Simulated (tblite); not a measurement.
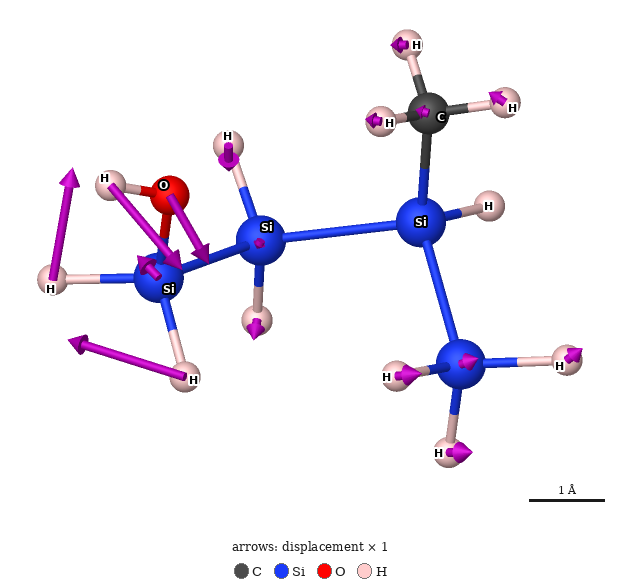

A relaxation of CH12OSi4. The starting structure is drawn; purple arrows show the displacements, at their true length. The two geometries are superimposed by the best rigid fit.

A ball-and-stick model, seen face on.

Theory: tblite, GFN2-xTB geometry optimisation, gas phase. 

> Describe the change and its energy.

The energy falls by 7.03 kcal/mol in 180 geometry steps. The atom that moves furthest after the best rigid fit is an H atom (1.82 Å). Largest moves by element: H 1.82 Å, O 1.07 Å, Si 0.46 Å, C 0.19 Å. Some distances before and after: C–Si 1.849 → 1.911 Å, Si–Si 2.279 → 2.322 Å, Si–Si 2.297 → 2.335 Å, H–Si 1.498 → 1.468 Å. Bond angles that change, for instance: Si–Si–O 111.6° → 99.1°, Si–Si–H 110.0° → 118.4°, Si–Si–Si 107.2° → 115.3°. Groups turn about Si–Si by about 65°, O–Si by about 30°. Cost: 1.7 s on 1 thread of Arm Neoverse V1, with other jobs on the host.
